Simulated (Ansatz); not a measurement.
```yaml
atoms:
  - { symbol: C, position_ang: [-0.1583, 2.2422, 0.2851] }
  - { symbol: C, position_ang: [-0.2949, 0.9283, 0.5244] }
  - { symbol: S, position_ang: [-1.1497, -0.2107, -0.6524] }
  - { symbol: Si, position_ang: [0.2518, -1.9730, -0.5254] }
  - { symbol: H, position_ang: [-0.4789, 2.7015, -0.6538] }
  - { symbol: H, position_ang: [0.2765, 2.9001, 1.0441] }
  - { symbol: H, position_ang: [0.0223, 0.4614, 1.4627] }
  - { symbol: H, position_ang: [-0.4811, -3.1271, -1.1639] }
  - { symbol: H, position_ang: [0.5421, -2.2631, 0.9324] }
  - { symbol: H, position_ang: [1.5533, -1.7106, -1.2503] }
```

Method: Ansatz 0.2.0, RKS PBE-D4/6-31G.

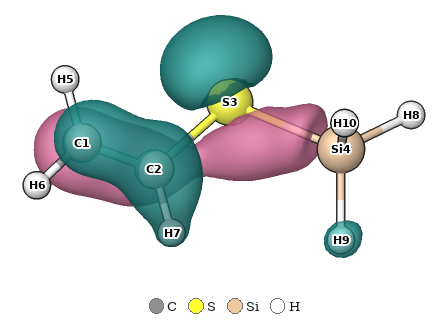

C2H6SSi (SMILES C=CS[SiH3]). The HOMO−1 at ±0.15 Å⁻³ᐟ² (teal and pink are the two phases), seen across its widest extent.

Question: Where does this orbital lie, and at what energy?

Answer: It lies mainly on S3 (about 40 %), C2 (about 25 %), C1 (about 20 %) and Si4 (about 10 %). Its energy is −6.85 eV.
